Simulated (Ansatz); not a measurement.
System: KSrRe$_{4}$.

Input

```
crystal:
  lattice:
    - [4.1876198768, 0.0, 0.0]
    - [0.0, 4.1876198768, 0.0]
    - [0.0, 0.0, 7.9071268678]
  atoms:
    - { symbol: K, position: [0.5, 0.5, 0.5] }
    - { symbol: Sr, position: [0.0, 0.0, 0.0] }
    - { symbol: Re, position: [0.0, 0.0, 0.6375658309] }
    - { symbol: Re, position: [0.5, 0.5, 0.1405440027] }
    - { symbol: Re, position: [0.5, 0.5, 0.8594559973] }
    - { symbol: Re, position: [0.0, 0.0, 0.3624341691] }
basis:
  ecutwfc: 420
kpoints:
  mp_grid: { grid: [10, 10, 6] }
  band_path:
    path:
      - [[0.0, 0.0, 0.0], [0.0, 0.5, 0.0], [0.5, 0.5, 0.0], [0.0, 0.0, 0.0], [0.0, 0.0, 0.5], [0.0, 0.5, 0.5], [0.5, 0.5, 0.5], [0.0, 0.0, 0.5]]
      - [[0.0, 0.5, 0.0], [0.0, 0.5, 0.5]]
      - [[0.5, 0.5, 0.0], [0.5, 0.5, 0.5]]
    npoints: 14
hamiltonian:
  xc: pbe
scf:
  occupations: { method: gaussian, width: 0.1 }
  n_extra_bands: 15
output:
  forces: true
  stress: true
  eigenvalues: true
  populations: true
  dos: { projected: true, de: 0.02, nscf_kmesh: { grid: [12, 12, 8] } }
  bader: true
  write_density: true
  write_potential: true
  elf: true
  volumetric_format: npy
```

Command:

```sh
ansatz run input.yaml --threads 1 --pin off --max-ram 2560MiB --backend cpu --events-out ev --progress --plain --runs-dir out
```

Below, planes, directions and counts refer to the conventional cell (a = 4.19 Å, b = 4.19 Å, c = 7.91 Å, α = 90.00°, β = 90.00°, γ = 90.00°).

Space group P4/mmm; a structure generated by program, which may or may not match a known phase; computed without spin polarisation.

The calculation used DFT PBE, scalar-relativistic, plane waves, PAW (Ansatz 0.2.0).

Q: Predict the valence pseudo-density and electron localisation function between the atoms.

A: Re–Re (2.18 Å): the density is about 1.3 e/Å³ at the midpoint; the ELF is about 0.40 at the midpoint.
K–Re (2.84 Å): ρ at the midpoint is about 0.17 e/Å³; the ELF is about 0.05 at the midpoint (no shared electron pair shows on this line).
Sr–Re (2.87 Å): ρ at the midpoint is about 0.2 e/Å³; the ELF is about 0.10 at the midpoint: no localised pair shows between them.
K–Re (3.15 Å): ρ is about 0.15 e/Å³ halfway, with its minimum of 0.13 e/Å³ about 1.4 Å from K; the ELF is about 0.15 at the midpoint (no localised pair shows between them).
Bader's partition of the density gives K +0.55, Sr +1.10 and Re −0.48 to −0.34 e.

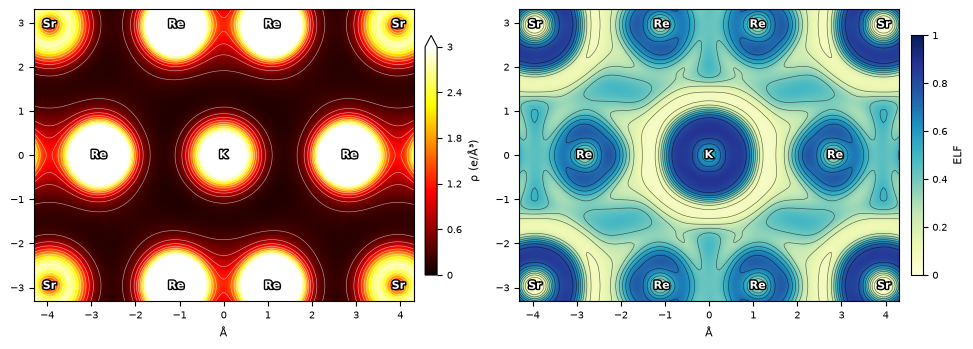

Computed valence pseudo-density and electron localisation function on the (110) plane of the conventional cell, in this order. 

The density is the valence pseudo-density of a PAW calculation; it isn't the true density close to the nuclei.
